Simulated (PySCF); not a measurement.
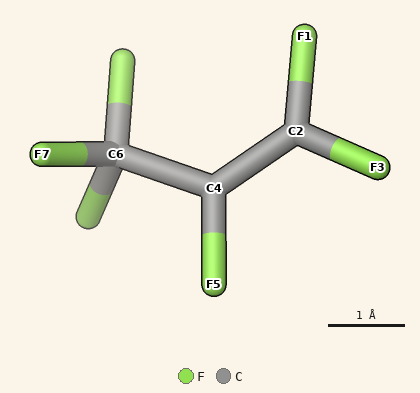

*The structure as given in the input (stick view, seen at a tilt; atoms are numbered from 1 in the order of the input).*

Bond lengths as drawn: C–C 1.34 to 1.50 Å and C–F 1.30 to 1.33 Å.

## C3F6: core-level calculation

System: C3F6 (hexafluoropropylene), SMILES FC(F)=C(F)C(F)(F)F.
Method: delta-SCF UKS PBE0, pcX-2 on the ionised atom, pcseg-1 elsewhere, spin-free X2C (PySCF 2.14.0).

Figures and captions count atoms from 1; the log counts them from 0 in places.

### Input file
```
{"job": {"kind": "xps", "xc": "PBE0"}, "charge": 0, "multiplicity": 1}
F      1.191459     0.837770    -1.542355
C      1.328115     0.157054    -0.443648
F      2.574352    -0.097450    -0.169357
C      0.323285    -0.246916     0.337274
F      0.591039    -0.926318     1.446005
C     -1.139163     0.008172     0.125850
F     -1.615083     0.833748     1.058159
F     -1.818795    -1.132545     0.220409
F     -1.374865     0.545807    -1.065356
```

The first line tells a small driver script what to run in PySCF; the rest is the geometry in Å.

Command:
```bash
OMP_NUM_THREADS=1 python <driver script> task.json out
```

### Output
```
ground state, core basis on atom 0 (F), 157 functions
  cycle   1  E = -712.90754740  |g| = 1.05e+00
  cycle   2  E = -712.68169894  |g| = 1.61e+00
  cycle   3  E = -713.09683261  |g| = 9.86e-02
  cycle   4  E = -713.09799202  |g| = 5.09e-02
  cycle   5  E = -713.09843877  |g| = 1.24e-02
  cycle   6  E = -713.09846561  |g| = 3.34e-03
  cycle   7  E = -713.09846833  |g| = 1.25e-03
  cycle   8  E = -713.09846903  |g| = 1.98e-04
  E(ground) = -713.09898230 Eh
hole in F 1s of atom 0
  cycle   1  E = -686.68489069  |g| = 2.59e+00
  cycle   2  E = -686.66887637  |g| = 2.07e+00
[... 8 cycles left out ...]
  E(ion) = -687.58046857 Eh   <S^2> = 0.7553   hole on atom = 1.000   binding energy = 694.394 eV
ground state, core basis on atom 1 (C), 157 functions
[... 5 cycles left out ...]
  E(ground) = -713.06075318 Eh
hole in C 1s of atom 1
[... 12 cycles left out ...]
  E(ion) = -702.17335756 Eh   <S^2> = 0.7939   hole on atom = 1.000   binding energy = 296.261 eV
ground state, core basis on atom 2 (F), 157 functions
[... 6 cycles left out ...]
  E(ground) = -713.09968561 Eh
hole in F 1s of atom 2
[... 10 cycles left out ...]
  E(ion) = -687.58417567 Eh   <S^2> = 0.7554   hole on atom = 1.000   binding energy = 694.312 eV
ground state, core basis on atom 3 (C), 157 functions
[... 6 cycles left out ...]
  E(ground) = -713.05862619 Eh
hole in C 1s of atom 3
[... 11 cycles left out ...]
  E(ion) = -702.25537449 Eh   <S^2> = 0.7732   hole on atom = 1.000   binding energy = 293.971 eV
ground state, core basis on atom 4 (F), 157 functions
[... 6 cycles left out ...]
  E(ground) = -713.10038263 Eh
hole in F 1s of atom 4
[... 10 cycles left out ...]
  E(ion) = -687.61062384 Eh   <S^2> = 0.7553   hole on atom = 1.000   binding energy = 693.612 eV
ground state, core basis on atom 5 (C), 157 functions
[... 6 cycles left out ...]
  E(ground) = -713.06236587 Eh
hole in C 1s of atom 5
[... 11 cycles left out ...]
  E(ion) = -702.08021170 Eh   <S^2> = 0.7654   hole on atom = 1.000   binding energy = 298.840 eV
ground state, core basis on atom 6 (F), 157 functions
[... 5 cycles left out ...]
  cycle   6  E = -713.09843464  |g| = 1.70e-04
  E(ground) = -713.09879141 Eh
hole in F 1s of atom 6
  cycle   1  E = -686.71621460  |g| = 2.59e+00
  cycle   2  E = -686.57921982  |g| = 2.15e+00
  cycle   3  E = -687.51736290  |g| = 4.98e-01
  cycle   4  E = -687.56949241  |g| = 3.27e-01
  cycle   5  E = -687.60818517  |g| = 5.37e-02
  cycle   6  E = -687.60921743  |g| = 1.92e-02
  cycle   7  E = -687.60936399  |g| = 6.03e-03
  cycle   8  E = -687.60937689  |g| = 1.29e-03
  cycle   9  E = -687.60937806  |g| = 3.99e-04
  E(ion) = -687.60973230 Eh   <S^2> = 0.7557   hole on atom = 1.000   binding energy = 693.593 eV
```

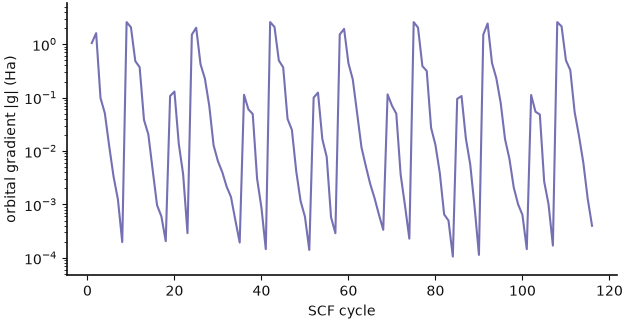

*Convergence of the self-consistent field: orbital gradient |g| against the SCF cycle.*

All cycles printed in the log are drawn one after another.

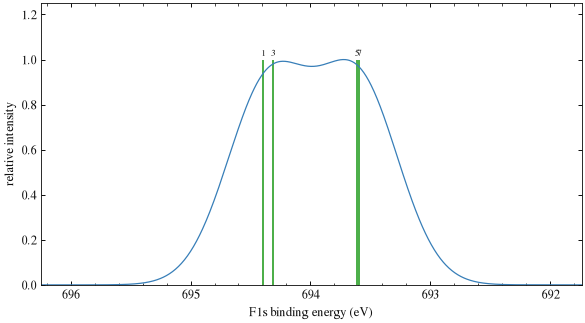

*F1s binding energies by ΔSCF of the atoms computed, labelled by atom number, with a Gaussian envelope of 0.8 eV full width.*

They run from 693.59 eV (atom 7) to 694.39 eV (atom 1).

### Summary

- outcome: converged
- hardware: 1 CPU thread, shared host
- wall time: 65 s
- peak memory: 0.66 GiB
